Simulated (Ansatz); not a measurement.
Take GaN (space group P4_2/mnm, No. 136; a = 5.470 Å, c = 3.183 Å; a hypothetical phase, not in the database extracts checked) as the base.

Modification: 0.476 holes added to each cell, a density of 5.0×10^21 cm⁻³, with a uniform compensating background at fixed cell and a 300 K Fermi–Dirac width.

All numbers come from PBEsol (Ansatz, a program for electronic structure; PAW; 420 eV plane waves; spin-orbit coupling left out).

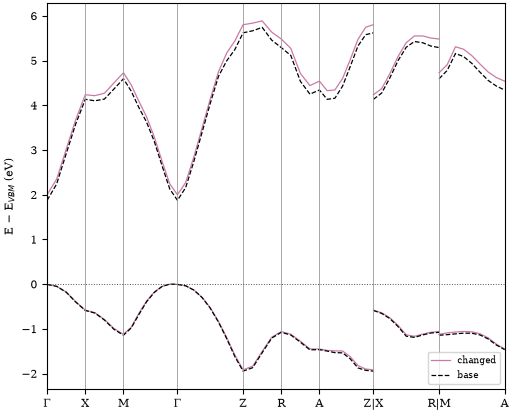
Fig. 1. Highest valence and lowest conduction band along the path, each from its own valence-band maximum

The gap is 2.00 eV, indirect, M–Γ (86 % along) → Γ; the base has 1.87 eV.

Charged cell with a jellium background: band edges are those of the host's band count, energies are not comparable with the neutral cell, and many-body gap narrowing is missing. No phonon test of stability was made.
